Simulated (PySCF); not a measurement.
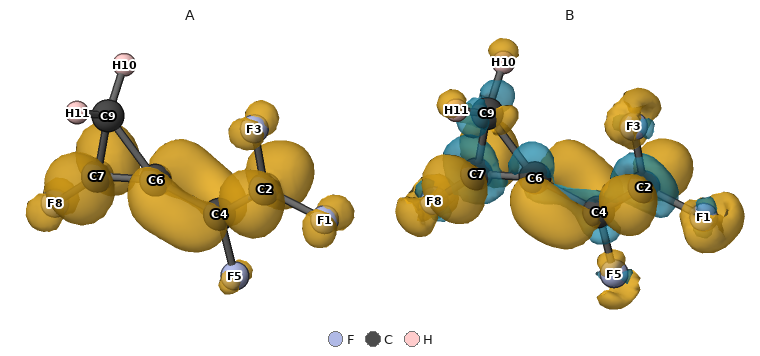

Figure 1: C5H2F4, SMILES `FC(F)=C(F)C1=C(F)C1`. The Fukui function f⁺ from two separate SCF calculations and the density of the LUMO, at ±0.03 e/Å³ (yellow positive, teal negative).

Level of theory: PBE0/def2-SVP (PySCF), at a geometry from GFN2-xTB. No frequency check shows the geometry to be a minimum.

Which panel is which, and how good is the frozen-orbital picture?

Answer. B is f⁺ (it has negative regions), A the LUMO density. The LUMO lies on C2 (25 %), C7 (24 %) and C6 (15 %); f⁺ (Hirshfeld-condensed) is largest on C7 (0.17), C2 (0.16) and C4 (0.10); the vertical electron affinity is −0.99 eV (the stability of the anion's solution wasn't checked; negative, but this basis has no diffuse functions, so it doesn't show that the anion is unbound). Relaxation shifts 25 % of the electron between atoms. The orbital energy is −1.05 eV.

Run time: 4.1 min on 1 thread of Intel(R) Xeon(R) Processor @ 2.50GHz (Skylake/Cascade Lake), on a shared host, peak memory 0.69 GiB.
